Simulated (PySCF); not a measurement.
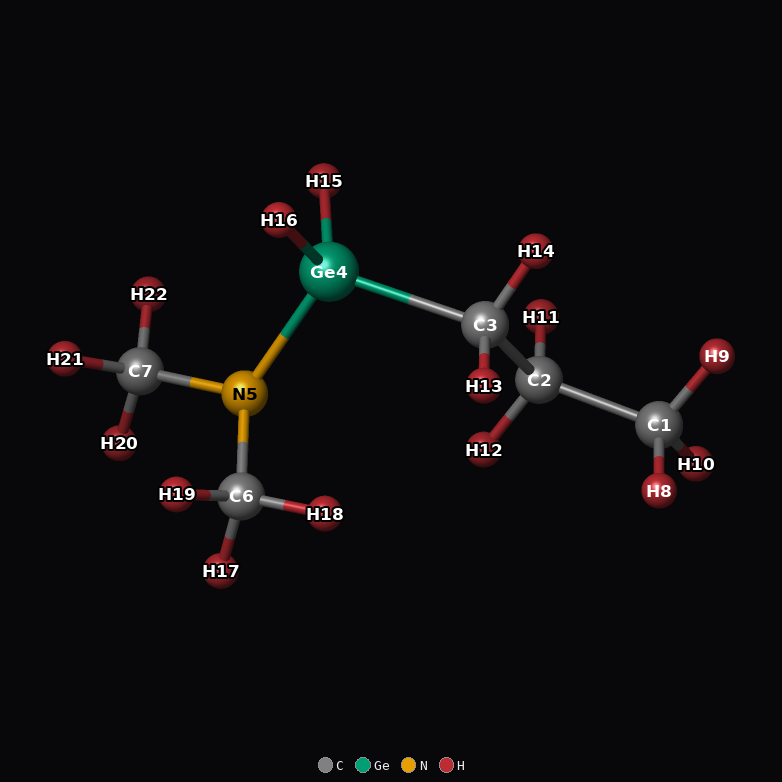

Atoms carry their numbers in the input. Computed geometry: PBE0-D3(BJ)/def2-SVP optimisation. No frequency run is at hand to confirm it as a minimum.

List the bonds and their lengths. Leave out bonds to hydrogen.

```csv
bond,length (Å)
C1–C2,1.521
C2–C3,1.525
C3–Ge4,1.954
Ge4–N5,1.845
N5–C6,1.439
N5–C7,1.439
```
